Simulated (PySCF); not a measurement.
# CH₃Cl₃Ge, SMILES `C[Ge](Cl)(Cl)Cl`: electronic structure

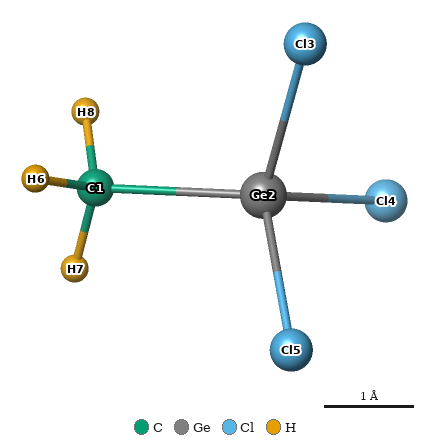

The molecule, with its atoms numbered as below. No frequency check shows the geometry to be a minimum.

Geometry (Å), atoms numbered from 1:

```
C1       0.0038    0.0000    2.2180
Ge2      0.0000   -0.0000    0.2158
Cl3     -0.1985    1.9780   -0.5479
Cl4     -1.6146   -1.1604   -0.5468
Cl5      1.8114   -0.8175   -0.5495
H6       0.7891    0.6533    2.5789
H7       0.1741   -1.0084    2.5794
H8      -0.9575    0.3551    2.5803
```

Part 1: Bonding charge

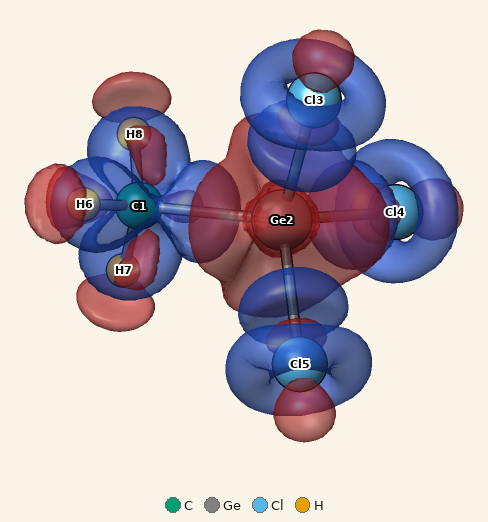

Deformation density (molecule less spherical, spin-averaged free atoms at the same positions), surfaces at ±0.04 e/Å³; blue: gain, red: loss.

Computed with PySCF, PBE/def2-TZVP, geometry: GFN2-xTB.

**Describe the bonding that the map shows.**

C1–H6 and C1–H7: +0.68 e/Å³ at the bond critical point (bond length 1.08 Å, Mayer order 0.9). C1–H8: +0.67 e/Å³ at the bond critical point (bond length 1.09 Å, Mayer order 0.9). C1–Ge2: +0.20 e/Å³ at the bond critical point (bond length 2.00 Å, Mayer order 0.9). Ge2–Cl4, Ge2–Cl3 and Ge2–Cl5: +0.09 e/Å³ at the bond critical point (bond length 2.13 Å, Mayer order 1.1). In all, 1.6 electrons gather in the regions of gain relative to the promolecule. A small or negative value marks a very polar bond, one between electron-rich atoms, whose free-atom densities already overlap strongly, a long bond to a heavier atom, or a closed-shell contact such as a hydrogen bond.

Part 2: Bond critical points

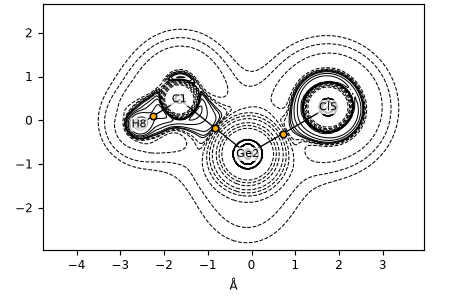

Negative Laplacian of the density (−∇²ρ) in the plane of C1, Ge2, Cl5 and H8 (solid lines positive, dashed lines negative, contours at ±0.02 to ±8 a.u.), with bond paths and bond critical points (dots).

**Sort the bonds in the plane by the sign of ∇²ρ at their critical points.**

Concentrated (∇²ρ < 0): C1–H8 (−0.92 a.u.). Depleted (∇²ρ > 0): C1–Ge2 (+0.01 a.u., H = −0.059); Ge2–Cl5 (+0.17 a.u., H = −0.049). A positive Laplacian with clearly negative H marks a strongly polar covalent bond, whose critical point lies close to the core of the less electronegative atom.

**Where along C1–H8 does the critical point lie?**

0.70 Å from C1 and 0.39 Å from H8.

Part 3: Electrostatic potential

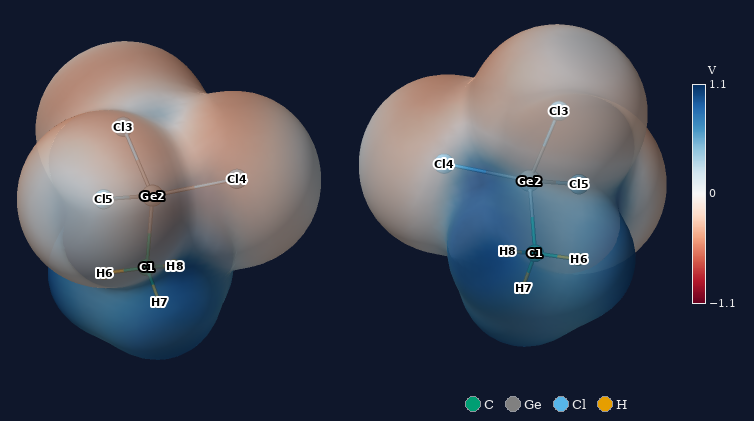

Electrostatic potential on the surface of electron density 0.001 a.u. (back view left, front view right).

**Where are the extremes of the potential on the surface?**

Highest: 1.01 V, 1.3 Å from H7, and at like points elsewhere. Further maxima include 0.33 V, off the Ge2–Cl3 bond (2.3 to 2.5 Å from its atoms). Lowest: −0.39 V, 2.1 Å from Cl5, and at like points elsewhere. The surface is sampled at points, so like sites can differ by a few per cent and only the strongest of them is named.

**What volume does the surface enclose, and what is the dipole moment?**

About 150 Å³; the dipole moment is 2.4 D.

Part 4: In an electric field

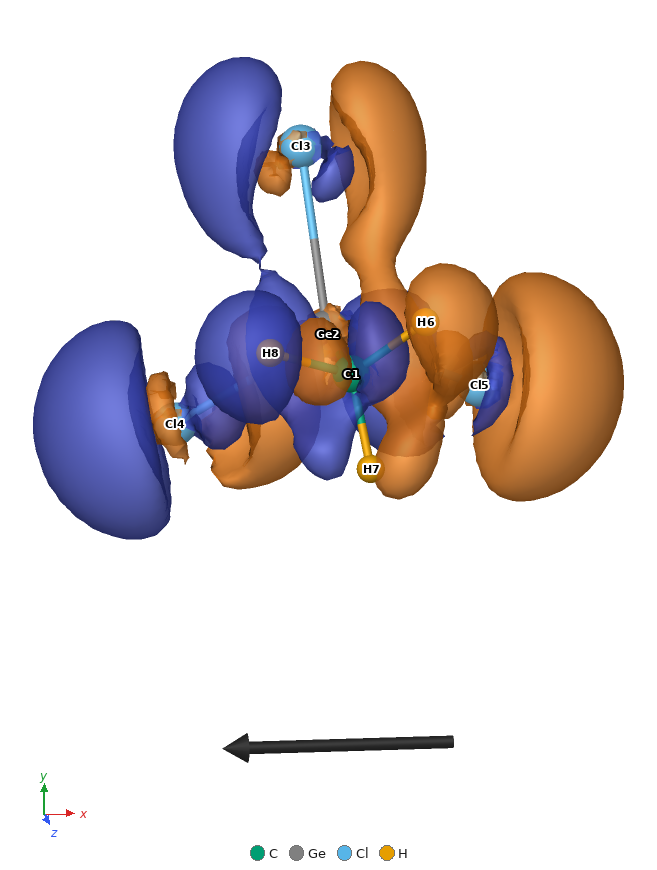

Change of the electron density in a uniform field of 0.21 V/Å along −x (arrow), surfaces at ±0.0015 e/Å³ (orange: gain, blue: loss).

Method: PBE/def2-TZVP; geometry: GFN2-xTB; program: PySCF. A basis without diffuse functions makes polarisabilities too small.

The field was applied in both directions; the picture shows the one opposite to the script's first.

**What dipole is induced, and what polarisability does it imply?**

The induced dipole is 0.80 D (along the field); α along this axis, from the fields in both directions, is 79 bohr³ (11.7 Å³).

Part 5: Removing or adding an electron

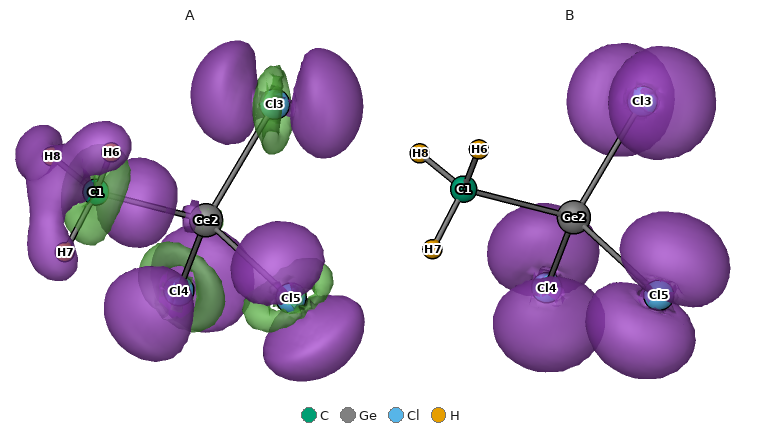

The Fukui function f⁻ from two separate SCF calculations and the density of the HOMO, at ±0.02 e/Å³ (purple positive, green negative).

Method: PBE/def2-TZVP; geometry: GFN2-xTB; program: PySCF.

**Which panel is which, and how good is the frozen-orbital picture?**

A is f⁻ (it has negative regions), B the HOMO density. The HOMO lies on Cl3, Cl4 and Cl5 (32 % each); f⁻ (Hirshfeld-condensed) is largest on Cl3, Cl4 and Cl5 (0.24 each); the vertical ionisation energy is 10.47 eV (the stability of the cation's solution wasn't checked). Relaxation shifts 24 % of the electron between atoms. The orbital energy is −7.75 eV.
